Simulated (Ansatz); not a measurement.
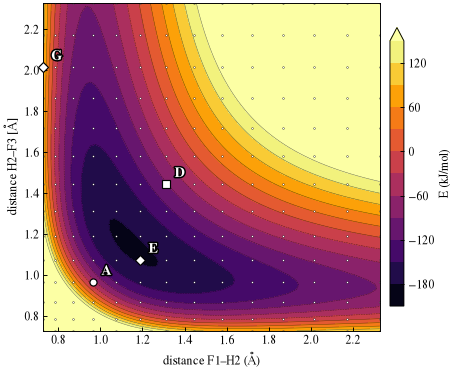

The system F⁻ + HF. First axis: distance F1–H2. Second axis: distance H2–F3. Nothing is relaxed (the angle F1–H2–F3 is fixed at 180 degrees). The grid has 14 × 14 points; 105 points were computed and 91 follow by symmetry. Points are written as (first, second). Energies are in kJ/mol, from F with charge -1 far from the relaxed HF (each part in its own basis). The restricted reference is unstable at some or all points, so the energies there are unreliable. Theory: RHF-CCSD(T), frozen core/def2-TZVPD in Ansatz.

The picture shows filled contours, dots at the grid points, one colour for all values above the top of the scale, lettered points. Between grid points the surface is interpolated.

Q: Is A the lowest point of the computed grid?

A: No. A lies 132 kJ/mol above the lowest grid point, which is at (1.074 Å, 1.190 Å).

Q: What kind of point is each of A, D, E: minimum, saddle, maximum or slope?

A: A: on a slope; D: on a slope; E: minimum. (In these two coordinates alone; a stationary point may lie a little off the grid point.)

Q: Rank the lettered points by energy, lowest first.

A: E (−182 kJ/mol), D (−92 kJ/mol), A (−50 kJ/mol), G (94 kJ/mol).
